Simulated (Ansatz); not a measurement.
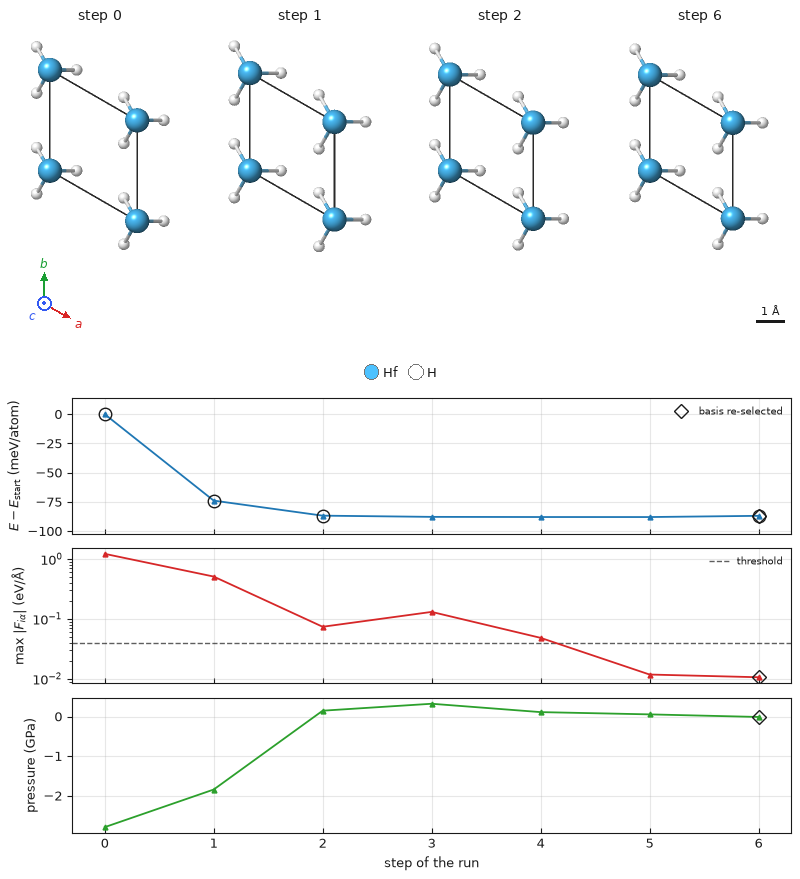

Frames of a relaxation of solid Hf2H3 (a generated structure, set up in P-6m2) (coarse preliminary run), marked on the history of the run. A ball-and-stick model of the cell of the calculation, seen along the c axis.

Method: Ansatz 0.2.0, DFT PBE, scalar-relativistic, plane waves, PAW.

Input file:
```yaml
crystal:
  lattice:
    - [3.65110765, 0.0, 0.0]
    - [-1.82555383, 3.16195198, 0.0]
    - [0.0, 0.0, 6.33116125]
  atoms:
    - { symbol: Hf, position: [0.0, 0.0, 0.74213466] }
    - { symbol: Hf, position: [0.0, 0.0, 0.25786534] }
    - { symbol: H, position: [0.84704933, 0.15295067, 0.5] }
    - { symbol: H, position: [0.84704933, 0.69409865, 0.5] }
    - { symbol: H, position: [0.30590135, 0.15295067, 0.5] }
basis:
  ecutwfc: 420
kpoints:
  mp_grid: { grid: [6, 6, 4] }
hamiltonian:
  xc: pbe
scf:
  occupations: { method: gaussian, width: 0.1 }
  lower_state_search: "off"
output:
  forces: true
  stress: true
  eigenvalues: true
relax:
  adjacent_minimum: "off"
  f_tol: 0.04
  max_steps: 70
  cell: { stress_tol: 0.4 }
```

Run as
```bash
ansatz run input.yaml --threads 1 --pin off --max-ram 2560MiB --backend cpu --events-out ev --progress --plain --runs-dir out
```

Q: What happens along the run?

A: The largest moves relative to the cell, 0.16 Å, are those of H3, H4 and H5. H4 goes along [−1 −2 0]. Largest moves by element: H 0.16 Å, Hf 0.03 Å. The drawn cell changes as follows: a = b 3.651 → 3.469 Å (−5.0 %), c 6.331 → 6.113 Å (−3.4 %); the volume changes by −12.8 %. Near-neighbour distances that change, for instance: Hf1–Hf1 3.651 → 3.469 Å, Hf1–Hf2 3.265 → 3.091 Å, Hf1–H3 1.813 → 1.857 Å, Hf1–Hf2 (another image) 3.066 → 3.022 Å. Bond angles that change, for instance: Hf1–H3–Hf2 115.5° → 108.9°, H3–Hf1–H4 55.0° → 60.4°, Hf2–Hf1–H3 147.8° → 144.5°. The space group stays P-6m2 (No. 187). Over 5 accepted moves (6 points after the start) the energy falls by 86.9 meV per atom. The largest force component goes from 1.2 to 0.011 eV/Å. Pressure: −2.79 GPa at the start and −0.01 GPa at the end. The SCF was repeated once at an unchanged geometry on a basis and grid sized afresh for the cell, which shifted the energy by 1.0 meV per atom at most. The run took 68 s on 1 thread of Intel(R) Xeon(R) Processor @ 2.50GHz (Skylake/Cascade Lake), with other jobs on the host, peak memory 0.37 GiB. From step 0 to 1: H atoms move most (0.19 Å), volume −7.3 %, energy −73.9 meV per atom. From step 1 to 2: Hf atoms move most (0.07 Å), volume −6.2 %, energy −12.9 meV per atom. From step 2 to 6: volume +0.3 %, energy −0.1 meV per atom.

```csv
step,"E − E(0), meV/atom","largest force component, eV/Å","pressure, GPa","volume, Å³/atom",note
0,0.00,1.2230,-2.79,14.618,
1,-73.87,0.5102,-1.84,13.554,
2,-86.73,0.0740,0.15,12.708,
3,-87.77,0.1310,0.32,12.736,
4,-87.89,0.0483,0.11,12.750,
5,-87.92,0.0118,0.05,12.744,
6,-86.87,0.0106,-0.01,12.744,"same geometry, new basis"
```
